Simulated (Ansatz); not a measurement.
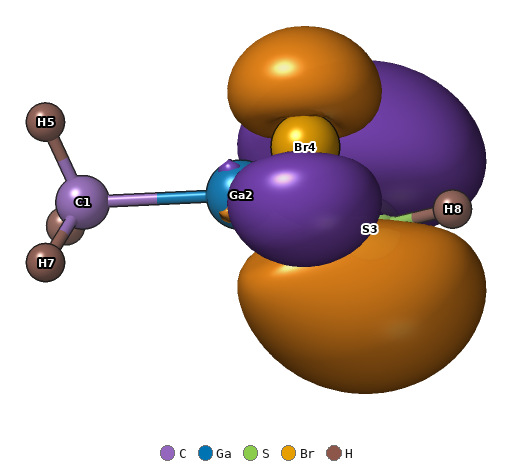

CH4BrGaS (SMILES [CH3][Ga]([SH])[Br]). One frontier orbital at ±0.08 Å⁻³ᐟ² (orange and purple are the two phases), seen from one side.

Geometry: PBE0-D4/def2-TZVP.

The calculation used Ansatz 0.2.0, RKS PBE0-D4/def2-TZVPP.

The calculation's input:

```
crystal:
  periodic: [false, false, false]
  atoms:
    - {symbol: C, position_ang: [-0.024706, 1.433844, -0.144869]}
    - {symbol: Ga, position_ang: [-0.049230, -0.514051, -0.080675]}
    - {symbol: S, position_ang: [0.653779, -1.731371, 1.604586]}
    - {symbol: Br, position_ang: [-0.861775, -1.713958, -1.868431]}
    - {symbol: H, position_ang: [-1.040834, 1.805154, -0.288782]}
    - {symbol: H, position_ang: [0.386620, 1.851821, 0.773825]}
    - {symbol: H, position_ang: [0.578339, 1.761209, -0.993587]}
    - {symbol: H, position_ang: [0.357806, -2.892648, 0.997924]}
basis:
  gaussian: {orbitals: def2-TZVPP}
hamiltonian: {xc: pbe0, dispersion: d4}
output: {orbitals: {seedname: orbitals}}
```

Command:

```sh
ansatz run in.yaml --threads 4 --pin off --events-out ev --progress --plain --max-ram 10444MiB
```

Which orbital is it: HOMO or LUMO?

The HOMO, at −7.80 eV. Its weight (Hirshfeld) is mainly on S3 (about 75 %), Br4 (about 10 %) and Ga2 (about 10 %); largely a lone pair of S3.
